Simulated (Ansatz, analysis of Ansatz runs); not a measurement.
# Be-H pair in corundum: local vibrational mode, r2SCAN

Aim: the local vibrational mode of the Be-H pair in corundum, to be set beside the measurement. Set-up: r2SCAN, 80-site cell, r2SCAN lattice, 500 eV, k: the single point 1/4 1/4 1/4. The model is a cell of 80 host atoms with Be put on another atom's site and H put in between. The frequencies come from force constants among the defect atom and its neighbours, with the masses of the isotopes named. A meta-GGA costs about twice a GGA and mends lattice constants and part of the gap.

What was measured. O-H stretch, 1H: 3060 cm⁻¹, by FTIR (quoted in “Vibrational properties of OH groups associated with divalent cations in corundum (α-Al2O3)”, 2023, Jollands et al., quoting earlier work (2022)). The calculation is set beside it at the end.

Program: Ansatz 0.2.0. Level of theory: plane-wave PAW DFT, r2SCAN; relaxation of all atoms of a defect supercell. Results are calculated unless marked as measured.

## (1) The starting structure

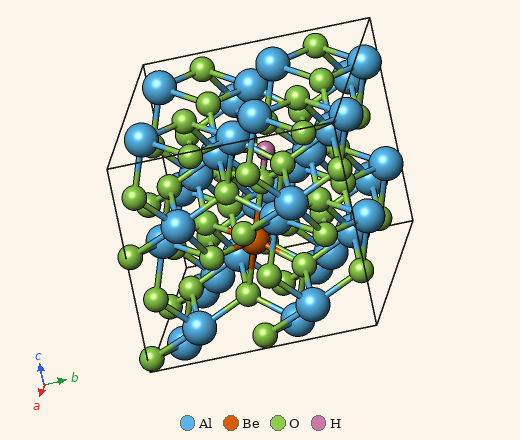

The starting structure, seen slightly off an axis (aluminium blue, beryllium orange, oxygen green, hydrogen pink). Some periodic images of atoms are drawn too.

The cell holds 81 atoms: 31 Al, 1 Be, 48 O and 1 H. Cell: a = 10.259 Å, b = 10.259 Å, c = 10.259 Å, α = 55.3°, β = 55.3°, γ = 55.3°. It derives from Al2O3 (space group R-3c). Nearest the centre at fractional (0.313, 0.461, 0.579): O15 at 0.43 Å, H81 at 1.42 Å, Be4 at 1.42 Å, Al32 at 2.04 Å, Al13 at 2.11 Å, Al31 at 2.28 Å, O28 at 2.36 Å, O19 at 2.45 Å.

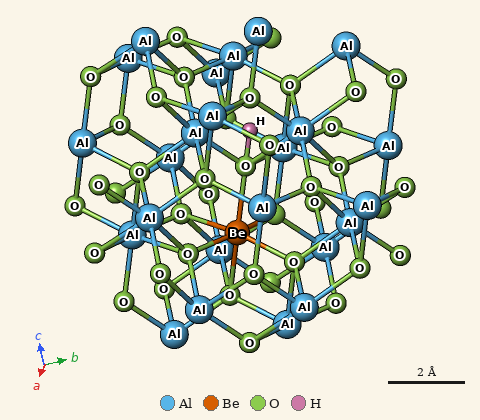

The atoms within 5 Å of the centre.

The host's primitive cell comes from a first run (plane-wave PAW DFT, r2SCAN; relaxation of the host's cell and atoms): vectors of 5.130, 5.130 and 5.130 Å. That is 8.50 Å³ an atom, 0.1 % under the diffraction cell's volume. The supercell is built on it.

## (2) Relaxation, charge 0

Every later number rests on the structure around the defect, so the atoms are relaxed at the host's lattice first.

relax/input.yaml reads:

```yaml
relax:
  f_tol: 0.01
  max_steps: 80
  random_displacement: { amplitude: 0.02, seed: 231 }
crystal:
  lattice:
    - [4.75892972, 2.74756936, 8.66349723]
    - [-4.75892972, 2.74756936, 8.66349723]
    - [0.0, -5.49513871, 8.66349723]
  atoms:
    - { symbol: Al, position: [0.175961841, 0.175961841, 0.175961841] }
    - { symbol: Al, position: [0.074038159, 0.074038159, 0.074038159] }
    - { symbol: Al, position: [0.324038159, 0.324038159, 0.324038159] }
    - { symbol: Be, position: [0.425961841, 0.425961841, 0.425961841] }
    - { symbol: O, position: [0.2781684, 0.4718316, 0.125] }
    - { symbol: O, position: [0.125, 0.2781684, 0.4718316] }
    - { symbol: O, position: [0.4718316, 0.125, 0.2781684] }
    - { symbol: O, position: [0.2218316, 0.0281684, 0.375] }
    - { symbol: O, position: [0.375, 0.2218316, 0.0281684] }
    - { symbol: O, position: [0.0281684, 0.375, 0.2218316] }
    - { symbol: Al, position: [0.175961841, 0.175961841, 0.675961841] }
    - { symbol: Al, position: [0.074038159, 0.074038159, 0.574038159] }
    - { symbol: Al, position: [0.324038159, 0.324038159, 0.824038159] }
    - { symbol: Al, position: [0.425961841, 0.425961841, 0.925961841] }
    - { symbol: O, position: [0.2781684, 0.4718316, 0.625] }
    - { symbol: O, position: [0.125, 0.2781684, 0.9718316] }
    - { symbol: O, position: [0.4718316, 0.125, 0.7781684] }
    - { symbol: O, position: [0.2218316, 0.0281684, 0.875] }
    - { symbol: O, position: [0.375, 0.2218316, 0.5281684] }
    - { symbol: O, position: [0.0281684, 0.375, 0.7218316] }
    - { symbol: Al, position: [0.175961841, 0.675961841, 0.175961841] }
    - { symbol: Al, position: [0.074038159, 0.574038159, 0.074038159] }
    - { symbol: Al, position: [0.324038159, 0.824038159, 0.324038159] }
    - { symbol: Al, position: [0.425961841, 0.925961841, 0.425961841] }
    - { symbol: O, position: [0.2781684, 0.9718316, 0.125] }
    - { symbol: O, position: [0.125, 0.7781684, 0.4718316] }
    - { symbol: O, position: [0.4718316, 0.625, 0.2781684] }
    - { symbol: O, position: [0.2218316, 0.5281684, 0.375] }
    - { symbol: O, position: [0.375, 0.7218316, 0.0281684] }
    - { symbol: O, position: [0.0281684, 0.875, 0.2218316] }
    - { symbol: Al, position: [0.175961841, 0.675961841, 0.675961841] }
    - { symbol: Al, position: [0.074038159, 0.574038159, 0.574038159] }
    - { symbol: Al, position: [0.324038159, 0.824038159, 0.824038159] }
    - { symbol: Al, position: [0.425961841, 0.925961841, 0.925961841] }
    - { symbol: O, position: [0.2781684, 0.9718316, 0.625] }
    - { symbol: O, position: [0.125, 0.7781684, 0.9718316] }
    - { symbol: O, position: [0.4718316, 0.625, 0.7781684] }
    - { symbol: O, position: [0.2218316, 0.5281684, 0.875] }
    - { symbol: O, position: [0.375, 0.7218316, 0.5281684] }
    - { symbol: O, position: [0.0281684, 0.875, 0.7218316] }
    - { symbol: Al, position: [0.675961841, 0.175961841, 0.175961841] }
    - { symbol: Al, position: [0.574038159, 0.074038159, 0.074038159] }
    - { symbol: Al, position: [0.824038159, 0.324038159, 0.324038159] }
    - { symbol: Al, position: [0.925961841, 0.425961841, 0.425961841] }
    - { symbol: O, position: [0.7781684, 0.4718316, 0.125] }
    - { symbol: O, position: [0.625, 0.2781684, 0.4718316] }
    - { symbol: O, position: [0.9718316, 0.125, 0.2781684] }
    - { symbol: O, position: [0.7218316, 0.0281684, 0.375] }
    - { symbol: O, position: [0.875, 0.2218316, 0.0281684] }
    - { symbol: O, position: [0.5281684, 0.375, 0.2218316] }
    - { symbol: Al, position: [0.675961841, 0.175961841, 0.675961841] }
    - { symbol: Al, position: [0.574038159, 0.074038159, 0.574038159] }
    - { symbol: Al, position: [0.824038159, 0.324038159, 0.824038159] }
    - { symbol: Al, position: [0.925961841, 0.425961841, 0.925961841] }
    - { symbol: O, position: [0.7781684, 0.4718316, 0.625] }
    - { symbol: O, position: [0.625, 0.2781684, 0.9718316] }
    - { symbol: O, position: [0.9718316, 0.125, 0.7781684] }
    - { symbol: O, position: [0.7218316, 0.0281684, 0.875] }
    - { symbol: O, position: [0.875, 0.2218316, 0.5281684] }
    - { symbol: O, position: [0.5281684, 0.375, 0.7218316] }
    - { symbol: Al, position: [0.675961841, 0.675961841, 0.175961841] }
    - { symbol: Al, position: [0.574038159, 0.574038159, 0.074038159] }
    - { symbol: Al, position: [0.824038159, 0.824038159, 0.324038159] }
    - { symbol: Al, position: [0.925961841, 0.925961841, 0.425961841] }
    - { symbol: O, position: [0.7781684, 0.9718316, 0.125] }
    - { symbol: O, position: [0.625, 0.7781684, 0.4718316] }
    - { symbol: O, position: [0.9718316, 0.625, 0.2781684] }
    - { symbol: O, position: [0.7218316, 0.5281684, 0.375] }
    - { symbol: O, position: [0.875, 0.7218316, 0.0281684] }
    - { symbol: O, position: [0.5281684, 0.875, 0.2218316] }
    - { symbol: Al, position: [0.675961841, 0.675961841, 0.675961841] }
    - { symbol: Al, position: [0.574038159, 0.574038159, 0.574038159] }
    - { symbol: Al, position: [0.824038159, 0.824038159, 0.824038159] }
    - { symbol: Al, position: [0.925961841, 0.925961841, 0.925961841] }
    - { symbol: O, position: [0.7781684, 0.9718316, 0.625] }
    - { symbol: O, position: [0.625, 0.7781684, 0.9718316] }
    - { symbol: O, position: [0.9718316, 0.625, 0.7781684] }
    - { symbol: O, position: [0.7218316, 0.5281684, 0.875] }
    - { symbol: O, position: [0.875, 0.7218316, 0.5281684] }
    - { symbol: O, position: [0.5281684, 0.875, 0.7218316] }
    - { symbol: H, position: [0.19946, 0.495996, 0.731205] }
basis:
  ecutwfc: 500
  xc_grid: 2
hamiltonian:
  xc: r2scan
kpoints:
  mp_grid: { grid: [1, 1, 1], shift: [0.25, 0.25, 0.25] }
scf:
  occupations: { method: fermi_dirac, width: 0.01 }
  max_iter: 120
output:
  forces: true
checkpoint:
  write: "../relax.run"
  compress: false
  write_wavefunctions: true
  write_every: 100000
```

Run with:

```console
ansatz run input.yaml --threads 2 --pin off --max-ram 3768MiB --backend cpu --events-out ev --progress --plain --runs-dir out
```

Numbers of over 12 decimals in the logs are rounded to 6 here.

The log of the run:

```text
[... repeated set-up lines and file paths are left out, and long positions are rounded to six places ...]
Engine: ansatz 0.2.0, x86_64-unknown-linux-gnu
Pseudopotentials: kind: paw
Pseudopotential: Al, paw, valence charge 3, recommended cutoff 500 eV (meta_gga), Al.paw.azcp
Pseudopotential: Be, paw, valence charge 2, recommended cutoff 500 eV (meta_gga), Be.paw.azcp
Pseudopotential: O, paw, valence charge 6, recommended cutoff 500 eV (meta_gga), O.paw.azcp
Pseudopotential: H, paw, valence charge 1, recommended cutoff 500 eV (meta_gga), H.paw.azcp
Functional definition: r2SCAN
  parameter k0 = 0.174
  parameter k1 = 0.065
  parameter a1 = 4.9479
  exchange = r2scan_x(k0 = k0, k1 = k1, a1 = a1)
  correlation = r2scan_c
Crystal: 81 atoms, lattice volume = 679.677 Å³
Basis set: ecut = 500 eV, 17281 PW (Γ), exchange–correlation on 150×150×150 points (8 copies of the dense FFT grid, shifted against one another)
Bands: 273, of which v1, the nominal top of the filled ones, is band 192 counted from 1 (191 counted from 0)
Symmetry: 1 space group operations
k-points: 1
Non-local potential: Al, projectors of the file, l = 0: 2, l = 1: 2, l = 2: 1
Non-local potential: Be, projectors of the file, l = 0: 2, l = 1: 2, l = 2: 1
Non-local potential: O, projectors of the file, l = 0: 2, l = 1: 2, l = 2: 1
Non-local potential: H, projectors of the file, l = 0: 2, l = 1: 1
PAW form: soft (Blöchl's): semilocal exchange-correlation on the pseudo side does not see the compensation charge
PAW frozen core: Al, regenerated for the run's functional (the file was generated under x = pbe(κ = 0.804, μ = 0.219515), c = pbe(β = 0.066725))
PAW frozen core: Be, regenerated for the run's functional (the file was generated under x = pbe(κ = 0.804, μ = 0.219515), c = pbe(β = 0.066725))
PAW frozen core: O, regenerated for the run's functional (the file was generated under x = pbe(κ = 0.804, μ = 0.219515), c = pbe(β = 0.066725))
PAW one-centre angular grid: Al, 302 points (default); XC on 160 Gauss nodes
PAW one-centre angular grid: Be, 302 points (default); XC on 255 of its mesh's 2635 points in the sphere
PAW one-centre angular grid: O, 302 points (default); XC on 160 Gauss nodes
PAW one-centre angular grid: H, 302 points (default); XC on 160 Gauss nodes
Initial density: superposition of atomic densities (neutral atoms: chi_scale 0, normalization atom), corrected by the library's trained network
Initial wavefunctions: pseudopotential atomic-orbital guess
Functional: x = r2scan, c = r2scan; τ floored in thin density (d = 2e-4 eV/Å³)
SCF iter   1: F=—  HF=-44282.445450 eV  |F-HF|=—  |Δ(HF+E_count)|=         —  Δρ=9.28e-3  dr2=7.06e-1  dr2_τ=5.07e0  ethr=1.77e-3  ⟨swp⟩=7.0  Hψ=1392  notcnv=0  defer=70
preconditioner: auto → Resta (q_TF=auto, 2.481 Å⁻¹)  ε∞=3.2  [insulator: Δε(μ)=6.419 eV  Ē_g=18.969 eV  σ=0.010 eV  W_gap=1.00  n_scr=174 (ndim 8)  ℏωp=27.9 eV  f_vac=0.000  D(μ)=0.00/eV (n_scr^D=0)  ε∞_Penn≈3.2]
SCF iter   2: F=—  HF=-44286.520763 eV  |F-HF|=—  |Δ(HF+E_count)|=    4.08e0  Δρ=6.19e-3  dr2=2.33e-1  dr2_τ=1.03e-2  ethr=1.84e-4  ⟨swp⟩=3.0  Hψ=514  notcnv=0  defer=77
SCF iter   3: F=—  HF=-44286.480125 eV  |F-HF|=—  |Δ(HF+E_count)|=   4.06e-2  Δρ=2.19e-3  dr2=2.15e-2  dr2_τ=3.66e-3  ethr=6.07e-5  ⟨swp⟩=5.0  Hψ=398  notcnv=0  defer=77
SCF iter   4: F=—  HF=-44286.474918 eV  |F-HF|=—  |Δ(HF+E_count)|=   5.21e-3  Δρ=6.98e-4  dr2=2.28e-3  dr2_τ=5.88e-4  ethr=5.60e-6  ⟨swp⟩=3.0  Hψ=511  notcnv=0  defer=77
SCF iter   5: F=—  HF=-44286.474474 eV  |F-HF|=—  |Δ(HF+E_count)|=   4.43e-4  Δρ=2.41e-4  dr2=3.24e-4  dr2_τ=1.48e-5  ethr=5.94e-7  ⟨swp⟩=2.0  Hψ=392  notcnv=0  defer=77
SCF iter   6: F=—  HF=-44286.474435 eV  |F-HF|=—  |Δ(HF+E_count)|=   3.92e-5  Δρ=6.46e-5  dr2=1.94e-5  dr2_τ=1.97e-6  ethr=8.44e-8  ⟨swp⟩=2.0  Hψ=332  notcnv=0  defer=77
SCF iter   7: F=-44286.474431 eV  HF=-44286.474432 eV  |F-HF|=9.40e-7  |Δ(HF+E_count)|=   2.93e-6  Δρ=1.74e-5  dr2=1.59e-6  dr2_τ=1.94e-7  ethr=6.51e-10  ⟨swp⟩=5.0  Hψ=855  notcnv=0
SCF 1 converged in 7 iterations: F = -44286.474431 eV  dr2 = 1.59e-6
  greatest PAW one-centre occupation: 0.878 electrons in one spin orbital (limit 2), on the O atom at site 14 (counted from 0), in its partial waves of l = 0
relax step   1: F+E_penalty+E_count = -44286.47443122 eV  Δ(F+E_penalty+E_count) = +0.000e0 eV  max|allowed force component| = 5.559e0 eV/Å  Δτ_max = 0.0000 Å  (7 SCF iters, dr2 threshold 2.50e-6 eV, accepted)
[...]
relax step   2: F+E_penalty+E_count = -44288.17492602 eV  Δ(F+E_penalty+E_count) = -1.700e0 eV  max|allowed force component| = 2.906e0 eV/Å  Δτ_max = 0.0805 Å  (5 SCF iters, dr2 threshold 1.00e-4 eV, accepted)
relax step   3: F+E_penalty+E_count = -44289.17048468 eV  Δ(F+E_penalty+E_count) = -9.956e-1 eV  max|allowed force component| = 1.372e0 eV/Å  Δτ_max = 0.1954 Å  (5 SCF iters, dr2 threshold 1.00e-4 eV, accepted)
relax step   4: F+E_penalty+E_count = -44289.51736207 eV  Δ(F+E_penalty+E_count) = -3.469e-1 eV  max|allowed force component| = 1.023e0 eV/Å  Δτ_max = 0.2000 Å  (5 SCF iters, dr2 threshold 1.00e-4 eV, accepted)
relax step   5: F+E_penalty+E_count = -44289.70033583 eV  Δ(F+E_penalty+E_count) = -1.830e-1 eV  max|allowed force component| = 1.926e0 eV/Å  Δτ_max = 0.1951 Å  (5 SCF iters, dr2 threshold 1.00e-4 eV, accepted)
[...]
relax step  13: F+E_penalty+E_count = -44290.86522683 eV  Δ(F+E_penalty+E_count) = -1.094e-1 eV  max|allowed force component| = 4.286e-1 eV/Å  Δτ_max = 0.1957 Å  (5 SCF iters, dr2 threshold 5.15e-5 eV, accepted)
relax step  14: F+E_penalty+E_count = -44290.96544173 eV  Δ(F+E_penalty+E_count) = -1.002e-1 eV  max|allowed force component| = 4.570e-1 eV/Å  Δτ_max = 0.1951 Å  (5 SCF iters, dr2 threshold 5.75e-5 eV, accepted)
relax step  15: F+E_penalty+E_count = -44290.99610348 eV  Δ(F+E_penalty+E_count) = -3.066e-2 eV  max|allowed force component| = 1.691e-1 eV/Å  Δτ_max = 0.1419 Å  (5 SCF iters, dr2 threshold 1.00e-4 eV, accepted)
relax step  16: F+E_penalty+E_count = -44291.01016376 eV  Δ(F+E_penalty+E_count) = -1.406e-2 eV  max|allowed force component| = 3.533e-1 eV/Å  Δτ_max = 0.0733 Å  (5 SCF iters, dr2 threshold 3.92e-6 eV, accepted)
relax step  17: F+E_penalty+E_count = -44291.01935990 eV  Δ(F+E_penalty+E_count) = -9.196e-3 eV  max|allowed force component| = 1.059e-1 eV/Å  Δτ_max = 0.0304 Å  (5 SCF iters, dr2 threshold 1.71e-5 eV, accepted)
relax step  18: F+E_penalty+E_count = -44291.02317431 eV  Δ(F+E_penalty+E_count) = -3.814e-3 eV  max|allowed force component| = 5.390e-2 eV/Å  Δτ_max = 0.0139 Å  (5 SCF iters, dr2 threshold 1.01e-6 eV, accepted)
relax step  19: F+E_penalty+E_count = -44291.02482590 eV  Δ(F+E_penalty+E_count) = -1.652e-3 eV  max|allowed force component| = 4.426e-2 eV/Å  Δτ_max = 0.0127 Å  (6 SCF iters, dr2 threshold 2.61e-7 eV, accepted)
relax step  20: F+E_penalty+E_count = -44291.02611653 eV  Δ(F+E_penalty+E_count) = -1.291e-3 eV  max|allowed force component| = 1.564e-2 eV/Å  Δτ_max = 0.0203 Å  (6 SCF iters, dr2 threshold 5.07e-7 eV, accepted)
[...]
relax step  21: F+E_penalty+E_count = -44291.02616589 eV  Δ(F+E_penalty+E_count) = -4.936e-5 eV  max|allowed force component| = 5.699e-3 eV/Å  Δτ_max = 0.0027 Å  (4 SCF iters, accepted)
NSCF: frozen V_eff on 1 k-points
the band table was solved once a step of the walk had ended and its energy, with any forces and stress, was formed, with the checks that follow a solve (1285 applications of the Hamiltonian). They found nothing against the state; [...]
iter 1 solved again at ethr=2.44e-11 eV; its pass at ethr=3.10e-3 eV (dr2=9.36e-8 eV) is discarded
SCF iter   1: F=—  HF=-44291.026166 eV  |F-HF|=—  |Δ(HF+E_count)|=         —  Δρ=5.65e-6  dr2=9.37e-8  dr2_τ=1.09e-8  ethr=2.44e-11  ⟨swp⟩=1.0  Hψ=758  notcnv=0
SCF iter   2: F=-44291.026166 eV  HF=-44291.026166 eV  |F-HF|=8.15e-9  |Δ(HF+E_count)|=   3.00e-8  Δρ=2.99e-6  dr2=2.70e-8  dr2_τ=2.48e-9  ethr=2.44e-11  ⟨swp⟩=4.0  Hψ=661  notcnv=0
SCF 22 converged in 2 iterations: F = -44291.026166 eV  dr2 = 2.70e-8
NSCF: frozen V_eff on 1 k-points
the band table was solved once a step of the walk had ended and its energy, with any forces and stress, was formed, with the checks that follow a solve (913 applications of the Hamiltonian). They found nothing against the state; [...]
SCF converged after 2 iterations
Free energy (F): -44291.026166 eV
Harris-Foulkes:  -44291.026166 eV  (|F-HF|=8.15e-9)
Internal energy: -44291.026166 eV  (E = F + TS)
E sigma→0 (E₀):  -44291.026166 eV
Fermi energy:    11.079808 eV
--- Per-component energies (eV) ---
  E_band       = 238.035982
  E_kinetic    = 9550.820279
  E_local      = -15948.153844  (includes V_loc(G=0)·N_el)
  E_nonlocal   = 2545.085377
  E_hartree    = 5935.654156
  E_xc         = -4800.192925
  E_vxc        = -6232.735411  (∫ρ·V_xc dr)
  E_paw        = -22442.486034  (= ΣΔE_a)
  E_vpaw       = -1926.482008  (= ΣTr[D̂ρ^β])
  E_aug_tail   = 0.049343  (compensation charges beyond the density's cutoff)
  E_vtau       = 378.143741  (kinetic-family band-sum trace: ∫τ·v_τ [+ j·A + Jᵃ·Aᵃ] dr)
  E_ewald      = -19128.393979
  E_core_change = -3.408540  (= ΣΔE_core)
  E_smearing   = -0.000000  (= −TS)
  E_closure    = 0.000000  (closes the sum)
  Σ components = -44291.026166   (vs F -44291.026166, Δ=0.00e0)
--- Forces (eV/Å), atoms counted from 1 ---
  atom   1  Al     0.00020597     0.00035834    -0.00073055
  atom   2  Al     0.00084723     0.00031896     0.00012259
  [... 1 atom left out ...]
  atom   4  Be     0.00011747     0.00452350    -0.00058317
  [... 8 atoms left out ...]
  atom  13  Al    -0.00051282    -0.00215563     0.00139611
  [... 1 atom left out ...]
  atom  15  O     -0.00569620     0.00201913     0.00318097
  [... 3 atoms left out ...]
  atom  19  O     -0.00068853    -0.00000857     0.00064078
  [... 7 atoms left out ...]
  atom  27  O     -0.00030897    -0.00185856    -0.00032717
  atom  28  O      0.00123420    -0.00006348    -0.00045806
  [... 2 atoms left out ...]
  atom  31  Al     0.00076845     0.00045832    -0.00098665
  atom  32  Al    -0.00046489     0.00058013     0.00082856
  [... 13 atoms left out ...]
  atom  46  O      0.00076250    -0.00057137    -0.00016738
  [... 34 atoms left out ...]
  atom  81  H      0.00202436    -0.00321321    -0.00382741
  max |Σ_I F_I| component: 2.71e-3 eV/Å
--- Band table (eV) ---
  k-point 0: bands = ["-12.9310", "-12.4736", "-12.2185", "-11.9221", [... 265 left out ...] "21.6733", "21.7424", "21.7577", "21.7804"]
--- Relaxed structure (21 steps of the walk, 21 accepted, 0 SCFs on fresh bases) ---
  F+E_penalty+E_count = -44291.02616589 eV   max|allowed force component| = 5.699e-3 eV/Å
  atoms:
    - { symbol: Al, position: [0.175190, 0.174646, 0.180319] }
    - { symbol: Al, position: [0.071199, 0.075827, 0.077203] }
    [... 1 atom left out ...]
    - { symbol: Be, position: [0.493135, 0.428630, 0.376723] }
    [... 8 atoms left out ...]
    - { symbol: Al, position: [0.323770, 0.322842, 0.832649] }
    [... 1 atom left out ...]
    - { symbol: O, position: [0.278902, 0.451630, 0.631140] }
    [... 3 atoms left out ...]
    - { symbol: O, position: [0.365578, 0.221000, 0.540247] }
    [... 7 atoms left out ...]
    - { symbol: O, position: [0.476598, 0.623082, 0.277846] }
    - { symbol: O, position: [0.208512, 0.534199, 0.374348] }
    [... 2 atoms left out ...]
    - { symbol: Al, position: [0.168238, 0.684051, 0.679822] }
    - { symbol: Al, position: [0.074249, 0.576164, 0.568439] }
    [... 13 atoms left out ...]
    - { symbol: O, position: [0.625949, 0.282320, 0.468316] }
    [... 34 atoms left out ...]
    - { symbol: H, position: [0.312228, 0.352314, 0.603257] }
```

Run time: 2.6 min. Hardware: 2 threads of AMD EPYC 9R45, shared host; peak memory 1.9 GiB.

[end of part 1 of 2]

[Logs are printed without paths, hosts, clocks, repeated set-up lines and the standing remarks that a program may print on its own settings, such as how far it seeks lower states.]

[Hosts, paths, dates, database ids (printed as entryN), source tags and the programs' standing remarks are cut or masked in the printed files.]

[For some hosts the program warned that the k-mesh of the response run may be too coarse for force constants and the static dielectric constant; such warnings are not shown here.]
